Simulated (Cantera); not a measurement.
A closed system holds: 1 mol C3H8, 0.11 mol NH3, 14 mol H2, held at 748 K.

These are equilibrium values from Cantera (NASA tables, ideal gas, pure condensed phases), not measurements of a reactor. Candidate condensed phases: C, C6H6, C7H8, C8H18; 92 gas species. The ideal-gas law is rough above about 30 bar. The numbers say what is thermodynamically allowed, not how fast it happens.

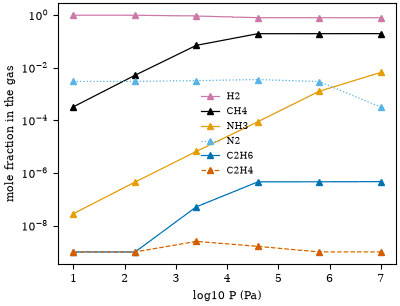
Fig. 1. Equilibrium gas composition (values under 1e-9 drawn at 1e-9)

Problem. Read off the mole fractions at 0.0250 bar.

Solution. H2 about 0.93, CH4 about 0.071, N2 about 0.0032, NH3 about 6.6e-6, C2H6 about 5.2e-8.
